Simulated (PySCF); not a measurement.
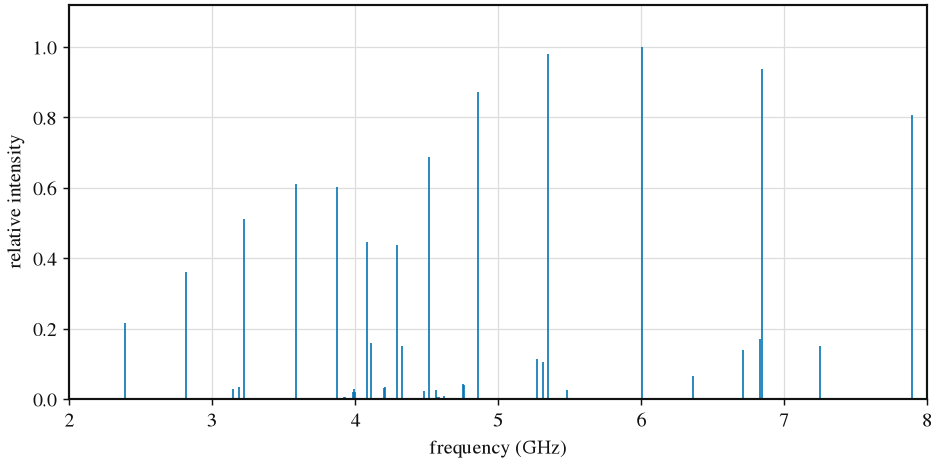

Simulated rotational absorption lines between 2 and 8 GHz at 3 K: rigid rotor with the equilibrium constants and dipole of one optimised conformer (PBE0-D3(BJ)/def2-SVP, PySCF), commonest isotopes; no centrifugal distortion, hyperfine structure, internal rotation or nuclear-spin weights; lines within 1 MHz of each other are summed.

Question: Which molecule gives this spectrum?
A. C₆H₄N₂, SMILES N#Cc1cccnc1
B. C₆H₁₄O (di-n-propyl ether), SMILES CCCOCCC
C. C₂H₁₁GeNSi, SMILES C[N](C)[GeH2][SiH3], singlet
D. BSiNH₆O₂, SMILES N[SiH2]B(O)O

Answer: Option D. Rotational constants A, B, C = 6.291, 2.211, 1.997 GHz, |μa|, |μb|, |μc| = 0.07, 0.87, 0.92 D.

Note: coarse grid, loose stop and no frequency check, small forces are noise and the end may be a saddle.
